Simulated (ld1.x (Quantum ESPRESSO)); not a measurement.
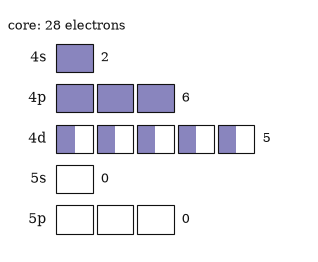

The valence shells of the reference configuration: a box for each of the 2l + 1 orbitals, shaded by the share of the shell that is filled, with the electron count at the right.

# Run report: Tc, pseudopotential generation (part 1 of 2)

System: technetium (Tc, Z = 43), core [Ar] 3d10, reference valence 4s2 4p6 4d5 5s0 5p0 (an ion of charge +2), valence charge 15.
Method: TM potential, LDA (PZ), fully relativistic, made with ld1.x (Quantum ESPRESSO) 7.5.

**The program's output**
```
     Program LD1 v.7.5
     --------------------------- All-electron run ----------------------------

     Tc
     dirac relativistic calculation

     atomic number is 43.00
     dft =PZ   lsd =0 sic =0 latt =0  beta=0.20 tr2=1.0E-14
     Exchange-correlation= PZ
                           (   1   1   0   0   0   0   0)
     mesh =1231 r(mesh) = 100.86670 a.u. xmin = -7.00 dx = 0.01250
     1 Ry =  13.60569312 eV, c = 137.03599908

     n l j   nl                  e(Ry)          e(Ha)          e(eV)
     Spin orbit split results
     1 0 0.5 1S 1( 2.00)     -1532.1880      -766.0940    -20846.4795
     2 0 0.5 2S 1( 2.00)      -219.6336      -109.8168     -2988.2669
     2 1 0.5 2P 1( 2.00)      -202.7608      -101.3804     -2758.7010
     2 1 1.5 2P 1( 4.00)      -194.0834       -97.0417     -2640.6387
     3 0 0.5 3S 1( 2.00)       -39.2081       -19.6041      -533.4540
     3 1 0.5 3P 1( 2.00)       -32.7187       -16.3593      -445.1600
     3 1 1.5 3P 1( 4.00)       -31.2664       -15.6332      -425.4013
     4 0 0.5 4S 1( 2.00)        -6.5915        -3.2958       -89.6821
     4 1 0.5 4P 1( 2.00)        -4.6865        -2.3433       -63.7631
     4 1 1.5 4P 1( 4.00)        -4.4662        -2.2331       -60.7658
     3 2 1.5 3D 1( 4.00)       -19.7399        -9.8699      -268.5747
     3 2 2.5 3D 1( 6.00)       -19.4604        -9.7302      -264.7727
     4 2 1.5 4D 1( 2.00)        -1.6846        -0.8423       -22.9205
     4 2 2.5 4D 1( 3.00)        -1.6618        -0.8309       -22.6099
     5 0 0.5 5S 1( 0.00)        -1.3763        -0.6882       -18.7261
     5 1 0.5 5P 1( 0.00)        -0.9905        -0.4952       -13.4758
     5 1 1.5 5P 1( 0.00)        -0.9652        -0.4826       -13.1316
     Averaged results
     1 0     1S 1( 2.00)     -1532.1880      -766.0940    -20846.4795
     2 0     2S 1( 2.00)      -219.6336      -109.8168     -2988.2669
     2 1     2P 1( 6.00)      -196.9758       -98.4879     -2679.9928
     3 0     3S 1( 2.00)       -39.2081       -19.6041      -533.4540
     3 1     3P 1( 6.00)       -31.7505       -15.8752      -431.9876
     4 0     4S 1( 2.00)        -6.5915        -3.2958       -89.6821
     4 1     4P 1( 6.00)        -4.5396        -2.2698       -61.7649
     3 2     3D 1(10.00)       -19.5722        -9.7861      -266.2935
     4 2     4D 1( 5.00)        -1.6709        -0.8355       -22.7341
     5 0     5S 1( 0.00)        -1.3763        -0.6882       -18.7261
     5 1     5P 1( 0.00)        -0.9736        -0.4868       -13.2463

     final scf error:  5.6E-16 reached in  22 iterations

     Etot =   -8562.132736 Ry,   -4281.066368 Ha, -116493.750488 eV

     Ekin =    8891.558178 Ry,    4445.779089 Ha,  120975.811955 eV
     Encl =  -20650.159770 Ry,  -10325.079885 Ha, -280959.736769 eV
     Eh   =    3443.788892 Ry,    1721.894446 Ha,   46855.134842 eV
     Exc  =    -247.320036 Ry,    -123.660018 Ha,   -3364.960517 eV

     normalization and overlap integrals

     s(1S/1S) =  1.000000  <r> =   0.0343  <r2> =    0.0016  r(max) =   0.0224
     s(2S/2S) =  1.000000  <r> =   0.1494  <r2> =    0.0264  r(max) =   0.1257
     s(2P/2P) =  1.000000  <r> =   0.1272  <r2> =    0.0199  r(max) =   0.0979
     s(2P/2P) =  1.000000  <r> =   0.1318  <r2> =    0.0212  r(max) =   0.1017
     s(3S/3S) =  1.000000  <r> =   0.4160  <r2> =    0.1983  r(max) =   0.3730
     s(3P/3P) =  1.000000  <r> =   0.4096  <r2> =    0.1954  r(max) =   0.3593
     s(3P/3P) =  1.000000  <r> =   0.4202  <r2> =    0.2055  r(max) =   0.3684
     s(4S/4S) =  1.000000  <r> =   1.0566  <r2> =    1.2661  r(max) =   0.9525
     s(4P/4P) =  1.000000  <r> =   1.1497  <r2> =    1.5151  r(max) =   1.0013
     s(4P/4P) =  1.000000  <r> =   1.1801  <r2> =    1.5966  r(max) =   1.0266
     s(3D/3D) =  1.000000  <r> =   0.3973  <r2> =    0.1895  r(max) =   0.3092
     s(3D/3D) =  1.000000  <r> =   0.4008  <r2> =    0.1927  r(max) =   0.3131
     s(4D/4D) =  1.000000  <r> =   1.6119  <r2> =    3.1016  r(max) =   1.2540
     s(4D/4D) =  1.000000  <r> =   1.6277  <r2> =    3.1626  r(max) =   1.2697
     s(5S/5S) =  1.000000  <r> =   2.8005  <r2> =    8.8045  r(max) =   2.4938
     s(5P/5P) =  1.000000  <r> =   3.2994  <r2> =   12.2620  r(max) =   2.9338
     s(5P/5P) =  1.000000  <r> =   3.3694  <r2> =   12.7829  r(max) =   2.9707

     ------------------------ End of All-electron run ------------------------

     --------------------- Generating NC pseudopotential ---------------------

      Generating local potential from pseudized AE potential:
      Matching radius rcloc =   1.2000

      Local pseudo, rcloc= 1.208 Estimated cut-off energy=    16.58 Ry

     Fully relativistic calculation: |psi|^2

     Wfc 4S LC norm =  0.99967702 SC norm =  0.00032269 missing  0.00000029

     Wfc 4P LC norm =  0.99972573 SC norm =  0.00027400 missing  0.00000027

     Wfc 4P LC norm =  0.99973776 SC norm =  0.00026116 missing  0.00000108

     Wfc 4D LC norm =  0.99985345 SC norm =  0.00014646 missing  0.00000009

     Wfc 4D LC norm =  0.99985608 SC norm =  0.00013733 missing  0.00000660

      Wfc   4S  rcut= 1.302  Using Troullier-Martins method

      Wfc   4P  rcut= 1.894  Using Troullier-Martins method

      Wfc   4P  rcut= 1.894  Using Troullier-Martins method

      Wfc   4D  rcut= 1.551  Using Troullier-Martins method

      Wfc   4D  rcut= 1.551  Using Troullier-Martins method

      Wfc   4F  rcut= 1.630  Using Troullier-Martins method

      Wfc   4F  rcut= 1.630  Using Troullier-Martins method

     ------------------- End of pseudopotential generation -------------------

     --------------------------- All-electron run ----------------------------

     Tc
     dirac relativistic calculation

     atomic number is 43.00
     dft =PZ   lsd =0 sic =0 latt =0  beta=0.20 tr2=1.0E-14
     Exchange-correlation= PZ
                           (   1   1   0   0   0   0   0)
     mesh =1231 r(mesh) = 100.86670 a.u. xmin = -7.00 dx = 0.01250
     1 Ry =  13.60569312 eV, c = 137.03599908

     n l j   nl                  e(Ry)          e(Ha)          e(eV)
     Spin orbit split results
     1 0 0.5 1S 1( 2.00)     -1532.1880      -766.0940    -20846.4795
     2 0 0.5 2S 1( 2.00)      -219.6336      -109.8168     -2988.2669
     2 1 0.5 2P 1( 2.00)      -202.7608      -101.3804     -2758.7010
     2 1 1.5 2P 1( 4.00)      -194.0834       -97.0417     -2640.6387
     3 0 0.5 3S 1( 2.00)       -39.2081       -19.6041      -533.4540
     3 1 0.5 3P 1( 2.00)       -32.7187       -16.3593      -445.1600
     3 1 1.5 3P 1( 4.00)       -31.2664       -15.6332      -425.4013
     4 0 0.5 4S 1( 2.00)        -6.5915        -3.2958       -89.6821
     4 1 0.5 4P 1( 2.00)        -4.6865        -2.3433       -63.7631
     4 1 1.5 4P 1( 4.00)        -4.4662        -2.2331       -60.7658
     3 2 1.5 3D 1( 4.00)       -19.7399        -9.8699      -268.5747
     3 2 2.5 3D 1( 6.00)       -19.4604        -9.7302      -264.7727
     4 2 1.5 4D 1( 2.00)        -1.6846        -0.8423       -22.9205
     4 2 2.5 4D 1( 3.00)        -1.6618        -0.8309       -22.6099
     5 0 0.5 5S 1( 0.00)        -1.3763        -0.6882       -18.7261
     5 1 0.5 5P 1( 0.00)        -0.9905        -0.4952       -13.4758
     5 1 1.5 5P 1( 0.00)        -0.9652        -0.4826       -13.1316
     Averaged results
     1 0     1S 1( 2.00)     -1532.1880      -766.0940    -20846.4795
     2 0     2S 1( 2.00)      -219.6336      -109.8168     -2988.2669
     2 1     2P 1( 6.00)      -196.9758       -98.4879     -2679.9928
     3 0     3S 1( 2.00)       -39.2081       -19.6041      -533.4540
     3 1     3P 1( 6.00)       -31.7505       -15.8752      -431.9876
     4 0     4S 1( 2.00)        -6.5915        -3.2958       -89.6821
     4 1     4P 1( 6.00)        -4.5396        -2.2698       -61.7649
     3 2     3D 1(10.00)       -19.5722        -9.7861      -266.2935
     4 2     4D 1( 5.00)        -1.6709        -0.8355       -22.7341
     5 0     5S 1( 0.00)        -1.3763        -0.6882       -18.7261
     5 1     5P 1( 0.00)        -0.9736        -0.4868       -13.2463

     final scf error:  5.6E-16 reached in  22 iterations

     Etot =   -8562.132736 Ry,   -4281.066368 Ha, -116493.750488 eV

     Ekin =    8891.558178 Ry,    4445.779089 Ha,  120975.811955 eV
     Encl =  -20650.159770 Ry,  -10325.079885 Ha, -280959.736769 eV
     Eh   =    3443.788892 Ry,    1721.894446 Ha,   46855.134842 eV
     Exc  =    -247.320036 Ry,    -123.660018 Ha,   -3364.960517 eV

     normalization and overlap integrals

     s(1S/1S) =  1.000000  <r> =   0.0343  <r2> =    0.0016  r(max) =   0.0224
     s(2S/2S) =  1.000000  <r> =   0.1494  <r2> =    0.0264  r(max) =   0.1257
     s(2P/2P) =  1.000000  <r> =   0.1272  <r2> =    0.0199  r(max) =   0.0979
     s(2P/2P) =  1.000000  <r> =   0.1318  <r2> =    0.0212  r(max) =   0.1017
     s(3S/3S) =  1.000000  <r> =   0.4160  <r2> =    0.1983  r(max) =   0.3730
     s(3P/3P) =  1.000000  <r> =   0.4096  <r2> =    0.1954  r(max) =   0.3593
     s(3P/3P) =  1.000000  <r> =   0.4202  <r2> =    0.2055  r(max) =   0.3684
     s(4S/4S) =  1.000000  <r> =   1.0566  <r2> =    1.2661  r(max) =   0.9525
     s(4P/4P) =  1.000000  <r> =   1.1497  <r2> =    1.5151  r(max) =   1.0013
     s(4P/4P) =  1.000000  <r> =   1.1801  <r2> =    1.5966  r(max) =   1.0266
     s(3D/3D) =  1.000000  <r> =   0.3973  <r2> =    0.1895  r(max) =   0.3092
     s(3D/3D) =  1.000000  <r> =   0.4008  <r2> =    0.1927  r(max) =   0.3131
     s(4D/4D) =  1.000000  <r> =   1.6119  <r2> =    3.1016  r(max) =   1.2540
     s(4D/4D) =  1.000000  <r> =   1.6277  <r2> =    3.1626  r(max) =   1.2697
     s(5S/5S) =  1.000000  <r> =   2.8005  <r2> =    8.8045  r(max) =   2.4938
     s(5P/5P) =  1.000000  <r> =   3.2994  <r2> =   12.2620  r(max) =   2.9338
     s(5P/5P) =  1.000000  <r> =   3.3694  <r2> =   12.7829  r(max) =   2.9707

     ------------------------ End of All-electron run ------------------------

     Computing logarithmic derivative in   2.05458
     Computing logarithmic derivative in   2.05458
     Computing the partial wave expansion
     R is outside the sphere for l=    0 j= 0.50
     R is outside the sphere for l=    1 j= 0.50
     R is outside the sphere for l=    1 j= 1.50
     R is outside the sphere for l=    2 j= 1.50
     R is outside the sphere for l=    2 j= 2.50
     R is outside the sphere for l=    3 j= 2.50
     R is outside the sphere for l=    3 j= 3.50

     ---------------------- Testing the pseudopotential ----------------------

     Tc
     dirac relativistic calculation

     atomic number is 43.00   valence charge is 15.00
     dft =PZ   lsd =0 sic =0 latt =0  beta=0.20 tr2=1.0E-14
     mesh =1231 r(mesh) = 100.86670 xmin = -7.00 dx = 0.01250

     n l  j  nl             e AE (Ry)       e PS (Ry)    De AE-PS (Ry)
     1 0 0.5 4S   1( 2.00)       -6.59151       -6.59155        0.00003
     2 1 0.5 4P   1( 2.00)       -4.68650       -4.68650       -0.00000
     2 1 1.5 4P   1( 4.00)       -4.46621       -4.46621        0.00000
     3 2 1.5 4D   1( 2.00)       -1.68462       -1.68460       -0.00003
     3 2 2.5 4D   1( 3.00)       -1.66180       -1.66182        0.00002
     2 0 0.5 5S   1( 0.00)       -1.37634       -1.46655        0.09021  !
     3 1 0.5 5P   1( 0.00)       -0.99045       -1.00469        0.01424  !
     3 1 1.5 5P   1( 0.00)       -0.96516       -0.97877        0.01361  !

     eps = 4.1E-16  iter = 10

     Etot =   -8562.132736 Ry,   -4281.066368 Ha, -116493.750488 eV
     Etotps =  -159.651333 Ry,     -79.825667 Ha,   -2172.167048 eV

     Ekin =      53.257386 Ry,      26.628693 Ha,     724.603650 eV
     Encl =    -337.455179 Ry,    -168.727589 Ha,   -4591.311605 eV
     Ehrt =     115.887677 Ry,      57.943839 Ha,    1576.732176 eV
     Ecxc =     -16.063864 Ry,      -8.031932 Ha,    -218.560007 eV
     Epseu=      24.722646 Ry,      12.361323 Ha,     336.368737 eV

     ---------------------- End of pseudopotential test ----------------------
```

**Output of the test run (extracts)**
```
     ---------------------- Testing the pseudopotential ----------------------

     Tc
     dirac relativistic calculation

     atomic number is 43.00   valence charge is 15.00
     dft =PZ   lsd =0 sic =0 latt =0  beta=0.20 tr2=1.0E-14
     mesh =1231 r(mesh) = 100.86670 xmin = -7.00 dx = 0.01250

     n l  j  nl             e AE (Ry)       e PS (Ry)    De AE-PS (Ry)
     1 0 0.5 4S   1( 2.00)       -6.59151       -6.59155        0.00003
     2 1 0.5 4P   1( 2.00)       -4.68650       -4.68650       -0.00000
     2 1 1.5 4P   1( 4.00)       -4.46621       -4.46621        0.00000
     3 2 1.5 4D   1( 2.00)       -1.68462       -1.68460       -0.00003
     3 2 2.5 4D   1( 3.00)       -1.66180       -1.66182        0.00002
     2 0 0.5 5S   1( 0.00)       -1.37634       -1.46655        0.09021  !
     3 1 0.5 5P   1( 0.00)       -0.99045       -1.00469        0.01424  !
     3 1 1.5 5P   1( 0.00)       -0.96516       -0.97877        0.01361  !

     eps = 4.4E-16  iter = 10

     Etot =   -8562.132736 Ry,   -4281.066368 Ha, -116493.750488 eV
     Etotps =  -159.651333 Ry,     -79.825667 Ha,   -2172.167048 eV

     Ekin =      53.257386 Ry,      26.628693 Ha,     724.603650 eV
     Encl =    -337.455179 Ry,    -168.727589 Ha,   -4591.311605 eV
     Ehrt =     115.887677 Ry,      57.943839 Ha,    1576.732176 eV
     Ecxc =     -16.063864 Ry,      -8.031932 Ha,    -218.560007 eV
     Epseu=      24.722646 Ry,      12.361323 Ha,     336.368737 eV

     ---------------------- End of pseudopotential test ----------------------

     ---------------------- Testing the pseudopotential ----------------------

     Tc
     dirac relativistic calculation

     atomic number is 43.00   valence charge is 15.00
     dft =PZ   lsd =0 sic =0 latt =0  beta=0.20 tr2=1.0E-14
     mesh =1231 r(mesh) = 100.86670 xmin = -7.00 dx = 0.01250

     n l  j  nl             e AE (Ry)       e PS (Ry)    De AE-PS (Ry)
     1 0 0.5 4S   1( 2.00)       -5.39118       -5.31319       -0.07798  !
     2 1 0.5 4P   1( 2.00)       -3.48606       -3.41184       -0.07422  !
     2 1 1.5 4P   1( 4.00)       -3.26580       -3.19353       -0.07226  !
     3 2 1.5 4D   1( 2.00)       -0.51340       -0.46125       -0.05215  !
     3 2 2.5 4D   1( 3.00)       -0.49223       -0.44076       -0.05147  !
     2 0 0.5 5S   1( 2.00)       -0.38703       -0.41036        0.02333  !
     3 1 0.5 5P   1( 0.00)       -0.11951       -0.10696       -0.01254  !
     3 1 1.5 5P   1( 0.00)       -0.10882       -0.09655       -0.01227  !

     eps = 5.1E-15  iter = 23

     Etot =   -8563.869835 Ry,   -4281.934918 Ha, -116517.384921 eV
     Etotps =  -161.490514 Ry,     -80.745257 Ha,   -2197.190376 eV
     dEtot_ae =      -1.737099 Ry
     dEtot_ps =      -1.839181 Ry,   Delta E=       0.102082 Ry

     Ekin =      53.157522 Ry,      26.578761 Ha,     723.244935 eV
     Encl =    -357.856733 Ry,    -178.928367 Ha,   -4868.888895 eV
     Ehrt =     133.462043 Ry,      66.731022 Ha,    1815.843601 eV
     Ecxc =     -16.892946 Ry,      -8.446473 Ha,    -229.840238 eV
     Epseu=      26.639600 Ry,      13.319800 Ha,     362.450221 eV

     ---------------------- End of pseudopotential test ----------------------

     ---------------------- Testing the pseudopotential ----------------------

     Tc
     dirac relativistic calculation

     atomic number is 43.00   valence charge is 15.00
     dft =PZ   lsd =0 sic =0 latt =0  beta=0.20 tr2=1.0E-14
     mesh =1231 r(mesh) = 100.86670 xmin = -7.00 dx = 0.01250

     n l  j  nl             e AE (Ry)       e PS (Ry)    De AE-PS (Ry)
     1 0 0.5 4S   1( 2.00)       -5.95240       -5.90216       -0.05024  !
     2 1 0.5 4P   1( 2.00)       -4.04776       -4.00003       -0.04773  !
     2 1 1.5 4P   1( 4.00)       -3.82763       -3.78122       -0.04641  !
     3 2 1.5 4D   1( 2.00)       -1.06458       -1.03121       -0.03337  !
     3 2 2.5 4D   1( 3.00)       -1.04271       -1.00977       -0.03294  !
     2 0 0.5 5S   1( 1.00)       -0.86177       -0.91009        0.04831  !
     3 1 0.5 5P   1( 0.00)       -0.53307       -0.52762       -0.00545  !
     3 1 1.5 5P   1( 0.00)       -0.51513       -0.50942       -0.00571  !

     eps = 3.4E-15  iter = 26

     Etot =   -8563.250106 Ry,   -4281.625053 Ha, -116508.953077 eV
     Etotps =  -160.835858 Ry,     -80.417929 Ha,   -2188.283323 eV
     dEtot_ae =      -1.117370 Ry
     dEtot_ps =      -1.184524 Ry,   Delta E=       0.067155 Ry

     Ekin =      53.300683 Ry,      26.650341 Ha,     725.192732 eV
     Encl =    -348.631632 Ry,    -174.315816 Ha,   -4743.375001 eV
     Ehrt =     125.047790 Ry,      62.523895 Ha,    1701.361852 eV
     Ecxc =     -16.499248 Ry,      -8.249624 Ha,    -224.483710 eV
     Epseu=      25.946551 Ry,      12.973275 Ha,     353.020804 eV

     ---------------------- End of pseudopotential test ----------------------

     ---------------------- Testing the pseudopotential ----------------------

     Tc
     dirac relativistic calculation

     atomic number is 43.00   valence charge is 15.00
     dft =PZ   lsd =0 sic =0 latt =0  beta=0.20 tr2=1.0E-14
     mesh =1231 r(mesh) = 100.86670 xmin = -7.00 dx = 0.01250

     n l  j  nl             e AE (Ry)       e PS (Ry)    De AE-PS (Ry)
     1 0 0.5 4S   1( 2.00)       -7.62109       -7.61786       -0.00324
     2 1 0.5 4P   1( 2.00)       -5.70066       -5.69855       -0.00211
     2 1 1.5 4P   1( 4.00)       -5.47536       -5.47352       -0.00184
     3 2 1.5 4D   1( 1.60)       -2.61412       -2.61280       -0.00132
     3 2 2.5 4D   1( 2.40)       -2.58836       -2.58713       -0.00123
     2 0 0.5 5S   1( 0.00)       -2.05924       -2.20741        0.14818  !
     3 1 0.5 5P   1( 0.00)       -1.60182       -1.62696        0.02514  !
     3 1 1.5 5P   1( 0.00)       -1.56682       -1.59147        0.02465  !

     eps = 9.6E-15  iter = 10

     Etot =   -8560.006814 Ry,   -4280.003407 Ha, -116464.825840 eV
     Etotps =  -157.525928 Ry,     -78.762964 Ha,   -2143.249439 eV
     dEtot_ae =       2.125922 Ry
     dEtot_ps =       2.125405 Ry,   Delta E=       0.000517 Ry

     Ekin =      50.882248 Ry,      25.441124 Ha,     692.288250 eV
     Encl =    -321.596572 Ry,    -160.798286 Ha,   -4375.544268 eV
     Ehrt =     103.329316 Ry,      51.664658 Ha,    1405.866969 eV
     Ecxc =     -15.121391 Ry,      -7.560696 Ha,    -205.737007 eV
     Epseu=      24.980471 Ry,      12.490235 Ha,     339.876618 eV

     ---------------------- End of pseudopotential test ----------------------

     ---------------------- Testing the pseudopotential ----------------------

     Tc
     dirac relativistic calculation

     atomic number is 43.00   valence charge is 15.00
     dft =PZ   lsd =0 sic =0 latt =0  beta=0.20 tr2=1.0E-14
     mesh =1231 r(mesh) = 100.86670 xmin = -7.00 dx = 0.01250

     n l  j  nl             e AE (Ry)       e PS (Ry)    De AE-PS (Ry)
     1 0 0.5 4S   1( 2.00)       -5.27695       -5.22521       -0.05174  !
     2 1 0.5 4P   1( 2.00)       -3.37631       -3.32669       -0.04962  !
     2 1 1.5 4P   1( 4.00)       -3.15749       -3.10908       -0.04841  !
     3 2 1.5 4D   1( 2.20)       -0.43045       -0.39531       -0.03514  !
     3 2 2.5 4D   1( 3.30)       -0.41028       -0.37561       -0.03467  !
     2 0 0.5 5S   1( 1.50)       -0.35567       -0.38174        0.02607  !
     3 1 0.5 5P   1( 0.00)       -0.10274       -0.09414       -0.00860  !
     3 1 1.5 5P   1( 0.00)       -0.09330       -0.08476       -0.00854  !

     eps = 4.6E-15  iter = 16

     Etot =   -8563.913688 Ry,   -4281.956844 Ha, -116517.981576 eV
     Etotps =  -161.500469 Ry,     -80.750234 Ha,   -2197.325818 eV
     dEtot_ae =      -1.780952 Ry
     dEtot_ps =      -1.849136 Ry,   Delta E=       0.068183 Ry

     Ekin =      53.851219 Ry,      26.925610 Ha,     732.683162 eV
     Encl =    -358.874728 Ry,    -179.437364 Ha,   -4882.739415 eV
     Ehrt =     134.584412 Ry,      67.292206 Ha,    1831.114204 eV
     Ecxc =     -17.033202 Ry,      -8.516601 Ha,    -231.748514 eV
     Epseu=      25.971830 Ry,      12.985915 Ha,     353.364744 eV

     ---------------------- End of pseudopotential test ----------------------
```

(Continued in part 2.) Outcome of the run: generated, with a spurious state above the valence levels.
